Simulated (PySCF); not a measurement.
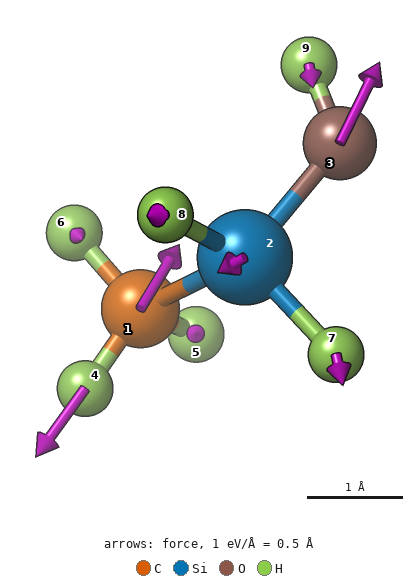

Starting geometry of CH6OSi with the computed forces as purple arrows. The picture is a ball-and-stick view, seen from a free direction.

The start comes from GFN2-xTB. Its atoms were then displaced at random by about 0.01 Å.

These are results of PySCF, PBE0-D3(BJ)/def2-SVP geometry optimisation, gas phase, not measurements. 

**Is this structure relaxed? If not, where do the atoms go?**

It isn't relaxed: the largest force vector, on O3, is 2.07 eV/Å. The final displacements follow the starting forces only in part (cosine between the two patterns 0.32). The atom that moves furthest after the best rigid fit is H9 (0.19 Å). By element the largest moves are H 0.19 Å, O 0.12 Å, Si 0.06 Å, C 0.03 Å. Among the contacts that change: C1–H4 1.054 → 1.102 Å, Si2–O3 1.624 → 1.670 Å, Si2–H8 1.467 → 1.500 Å, Si2–H7 1.457 → 1.490 Å. Bond angles that change, for instance: Si2–O3–H9 122.3° → 116.8°, O3–Si2–H7 100.8° → 105.4°, H7–Si2–H8 112.6° → 109.4°. Over 5 geometry steps the energy falls by 3.34 kcal/mol. Cost: 9.9 s on 1 thread of Arm Neoverse V1 (shared host).
